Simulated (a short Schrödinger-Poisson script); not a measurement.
Structure: symmetric double-gate stack, SiO2 on p-type GaAs, at 300 K.

```
layer  material  thickness (nm)  Na (cm⁻³)
-----  --------  --------------  ---------
1          SiO2             1.7          -
2          GaAs               8       3e15
3          SiO2             1.7          -
```

The device is made up for the run: typed textbook-type constants, with dimensions and the other settings drawn at random. SiO2: permittivity 3.9, conduction-band edge (eV) 3.17, gap (eV) 9, electron mass (mₑ) 0.5. GaAs: permittivity 12.9, conduction-band edge (eV) 0, gap (eV) 1.424, Nv at 300 K (cm⁻³) 9e18.

Channel valleys (confinement mass, in-plane density-of-states mass, number): Γ 0.067, 0.067, 1. At the gates, both at one voltage, the conduction-band edge of layer 1 lies 3.61 eV − eVg above the Fermi level of the channel. Gaps are held at their typed values at every temperature. Mesh 0.03 nm at interfaces.

Solved with a short Schrödinger-Poisson script written for these runs: 1D Poisson equation in equilibrium, electrons quantum, Hartree plus LDA exchange-correlation (BenDaniel-Duke, 12 states a valley, the channel's in-plane mass for all, wave functions ending at the dielectric), parabolic valleys, classical holes, full ionisation, no traps, pinning or gate leakage.

Only gate voltages with over 1e8 electrons/cm² are shown.

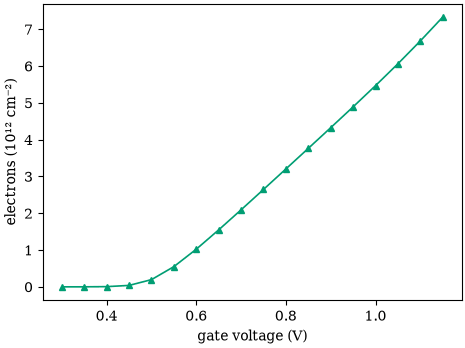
Sheet density against gate voltage

```tsv
Vg (V)	electrons (cm⁻²)	C (μF/cm²)	Γ E0 (meV)	Γ E1 (meV)
0.3	1.12e8	< 0.003	226.9	490.1
0.4	5.67e9	0.0365	125.2	388.6
0.5	1.96e11	0.836	30.2	293.7
0.6	1.02e12	1.63	-29.3	232.0
0.7	2.09e12	1.77	-73.3	184.8
0.8	3.20e12	1.79	-114.1	140.5
0.9	4.33e12	1.81	-153.9	97.0
1	5.47e12	1.87	-192.5	54.8
1.1	6.68e12	2.03	-227.6	15.9
```

Subbands count from the Fermi level. The capacitance is that of both gates.

Above a few 1e12 electrons/cm² a light Γ valley is non-parabolic and upper valleys begin to fill, which the model leaves out.
